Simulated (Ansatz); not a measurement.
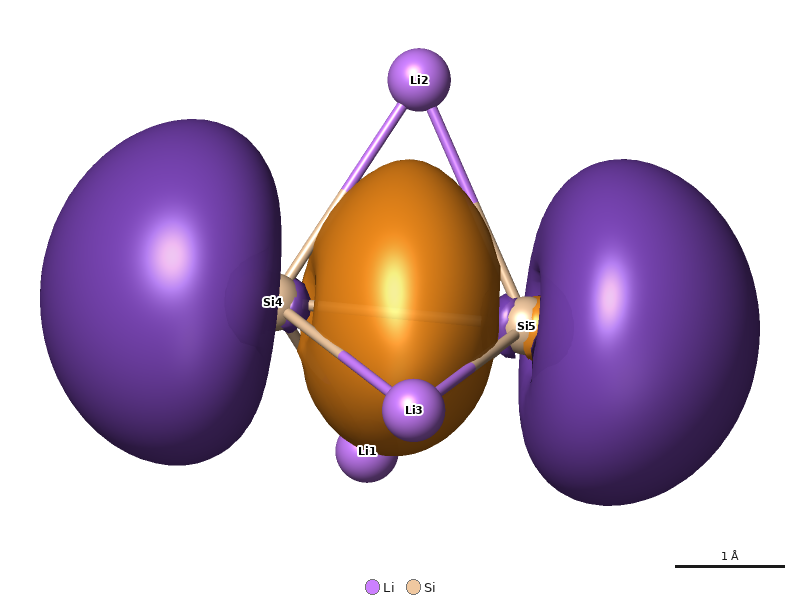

The picture shows: Li$_{3}$Si$_{2}$ (quartet). One frontier orbital at ±0.08 Å⁻³ᐟ² (orange and purple are the two phases), seen at an oblique angle.

Geometry: PBE0-D4/def2-TZVP.

The calculation used Ansatz, UKS PBE0-D4/def2-TZVP.

Input file:

```
crystal:
  periodic: [false, false, false]
  atoms:
    - {symbol: Li, position_ang: [-1.068265, -1.205614, 1.471621]}
    - {symbol: Li, position_ang: [0.112766, -0.650402, -2.073780]}
    - {symbol: Li, position_ang: [0.957342, 1.858744, 0.601240]}
    - {symbol: Si, position_ang: [-0.995295, 0.588037, -0.238443]}
    - {symbol: Si, position_ang: [0.993453, -0.590776, 0.239362]}
basis:
  gaussian: {orbitals: def2-TZVP, initial_orbitals: start.molden}
magnetization: {spin_polarized: true, initial_magnetization: 3}
hamiltonian: {xc: pbe0, dispersion: d4}
output: {orbitals: {seedname: orbitals}}
```

Command:

```sh
ansatz run in.yaml --threads 4 --pin off --events-out ev --progress --plain --max-ram 3916MiB
```

Question: Which orbital is it: HOMO (β) or LUMO (β)?

Answer: The LUMO (β), at −2.20 eV. By Hirshfeld shares it lies mainly on Si4 (about 40 %) and Si5 (about 40 %).
